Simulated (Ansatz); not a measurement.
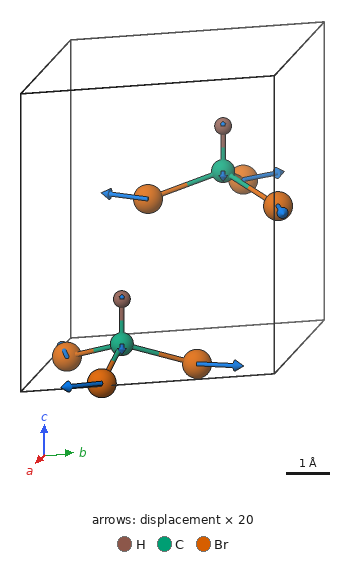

This is a relaxation of a crystal of HCBr₃ (set up in P6_3) (coarse preliminary run). The starting structure is drawn; blue arrows show the displacements (the part carried along by the change of the cell is left out), 20 times their true length.

A ball-and-stick model of the cell of the calculation, seen slightly off an axis.

Computed with DFT PBE+D3(BJ), scalar-relativistic, plane waves, PAW (Ansatz 0.2.0).

Input
```yaml
crystal:
  lattice:
    - [6.3119, 0.0, 0.0]
    - [-3.15595, 5.4662657461, 0.0]
    - [0.0, 0.0, 7.151]
  atoms:
    - { symbol: H, position: [0.6666666667, 0.3333333333, 0.231] }
    - { symbol: H, position: [0.3333333333, 0.6666666667, 0.731] }
    - { symbol: C, position: [0.6666666667, 0.3333333333, 0.08] }
    - { symbol: C, position: [0.3333333333, 0.6666666667, 0.58] }
    - { symbol: Br, position: [0.69166, 0.63432, 0.0] }
    - { symbol: Br, position: [0.05734, 0.69166, 0.5] }
    - { symbol: Br, position: [0.36568, 0.05734, 0.0] }
    - { symbol: Br, position: [0.30834, 0.36568, 0.5] }
    - { symbol: Br, position: [0.94266, 0.30834, 0.0] }
    - { symbol: Br, position: [0.63432, 0.94266, 0.5] }
basis:
  ecutwfc: 420
kpoints:
  mp_grid: { grid: [6, 6, 4] }
hamiltonian:
  xc: pbe
  dispersion: d3bj
scf:
  occupations: { method: gaussian, width: 0.1 }
output:
  forces: true
  stress: true
  eigenvalues: true
relax:
  adjacent_minimum: "off"
  f_tol: 0.05
  max_steps: 70
  cell: { stress_tol: 0.5 }
```

Run as
```bash
ansatz run input.yaml --threads 2 --pin off --max-ram 5120MiB --backend cpu --events-out ev --progress --plain --runs-dir out
```

**Atoms of which element are displaced furthest, and by how much?**

Bromine: up to 0.061 Å, against 0.013 Å for carbon.

**What did the optimiser do to the structure, and how much energy did it gain?**

After 2 accepted moves (3 points after the start) the energy has fallen by 74.5 meV per cell of the calculation. Largest force component: 0.63 eV/Å at the start, 0.019 eV/Å at the end. The pressure goes from 1.54 to 0.06 GPa. At 1 point the geometry stayed and the basis and grid were re-selected for the new cell (energy shift of 2.4 meV per cell of the calculation at most each time). The largest moves relative to the cell, 0.061 Å, are those of Br5, Br6, Br7, Br8, Br9 and Br10. Br6 goes along [−1 2 0]. By element the largest moves are Br 0.061 Å, C 0.013 Å, H 0.006 Å. Cell: a = b 6.312 → 6.269 Å (−0.7 %), c 7.151 → 7.091 Å (−0.8 %). Volume −2.2 %. Some distances before and after: C3–Br5 1.914 → 1.942 Å, H1–C3 1.080 → 1.090 Å. The space group stays P6_3 (No. 173).
